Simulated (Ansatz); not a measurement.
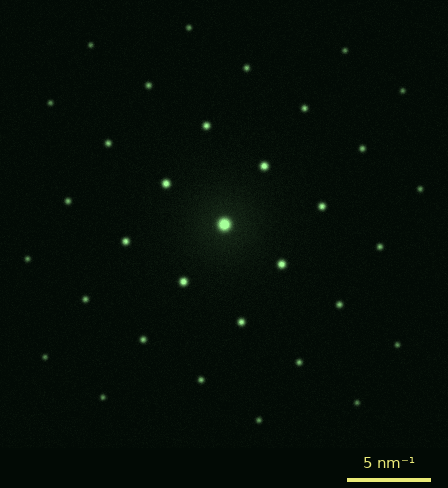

Computed electron diffraction pattern, 200 kV, single scattering only, B = 0.5 Å².

It belongs to Sn, space group Fd-3m (No. 227), a = 6.66 Å. Structure: the input geometry of an electronic-structure calculation (not necessarily at equilibrium).

**Determine the zone axis from the geometry of the pattern.**

The spots form a square net with both shortest vectors at d = 2.35 Å, 90.0° apart. They index as 2 -2 0 and 2 2 0, so the zone axis is [001] (or an equivalent direction of <001>).

**Which reflections of this zone are missing, and why?**

The lattice centring (F) removes all reflections that break h + k = 2n, h + l = 2n; a glide plane extinguishes reflections such as 2 -4 0, 2 4 0, 4 -2 0; a screw axis and a glide plane both extinguish reflections such as 0 2 0, 2 0 0, 0 6 0.
